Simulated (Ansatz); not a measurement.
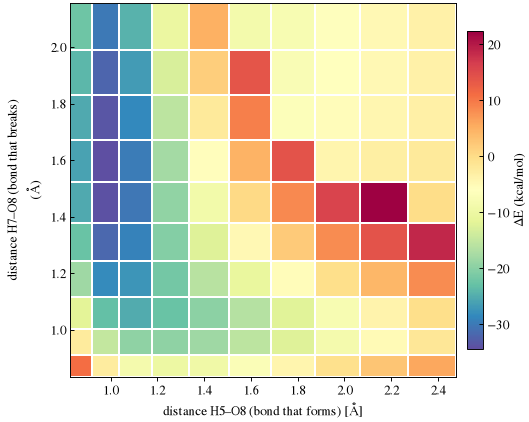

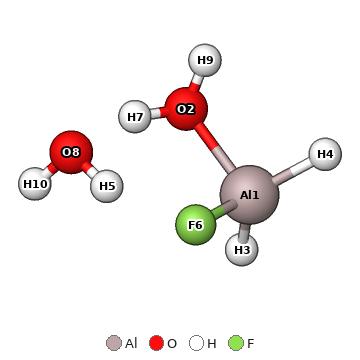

Energy landscape of the reacting system AlFH6O2. The first coordinate is: distance H5–O8 (bond that forms); the second: distance H7–O8 (bond that breaks). Relaxed at each point: all other coordinates. The scan uses a 10 × 10 grid. Points are written as (first, second). Energies: kcal/mol, counted from a guessed transition structure relaxed with its forming and breaking bonds held. Energies and slopes of some neighbouring points disagree (a jump in structure or state, or too coarse a mesh). The reference is spin-restricted, so regions where a bond is pulled apart into radicals lie too high. Method: RKS B3LYP-D4/def2-SVP (Ansatz 0.2.0).

Drawn: one coloured cell a grid point. The second picture is the structure at the lowest point.

> Describe this landscape.

The lowest grid point is at (0.969 Å, 1.596 Å), −34.3 kcal/mol from a guessed transition structure relaxed with its forming and breaking bonds held. The highest grid point, (2.168 Å, 1.449 Å), lies 56.7 kcal/mol above the lowest.

Grid values (kcal/mol):

```
second ↓, first →  0.873  0.969  1.102  1.253  1.417  1.592  1.777  1.969  2.168  2.373
            2.073  −22.3  −30.0  −24.4  −10.2    5.1   −8.8   −7.8   −6.3   −4.8   −3.5
            1.909  −24.0  −31.9  −26.6  −12.9    1.6   13.8   −7.5   −6.1   −4.7   −3.5
            1.749  −25.4  −33.5  −28.5  −15.6   −2.1    9.4   −6.7   −5.5   −4.2   −3.2
            1.596  −26.0  −34.3  −29.8  −17.8   −5.6    4.8   14.0   −4.2   −3.0   −2.2
            1.449  −25.3  −33.9  −30.1  −19.5   −8.9    0.3    8.5   15.9   22.4   −0.2
            1.308  −22.8  −31.8  −29.2  −20.5  −12.2   −4.8    2.1    8.4   14.0   18.8
            1.177  −18.3  −28.1  −27.4  −21.7  −16.1  −10.8   −5.5   −0.3    4.3    8.3
            1.056  −11.9  −23.1  −25.0  −22.7  −19.8  −16.2  −12.0   −7.8   −3.8   −0.4
            0.950   −2.4  −15.0  −19.5  −19.7  −18.3  −15.7  −12.2   −8.4   −4.9   −1.7
            0.873   11.0   −2.6   −8.6  −10.0   −9.4   −7.2   −4.0   −0.5    2.8    5.8
```

The whole map (100 points run) took 26 min on 1 thread of Intel(R) Xeon(R) Platinum 8488C (Sapphire Rapids), with other jobs on the host.
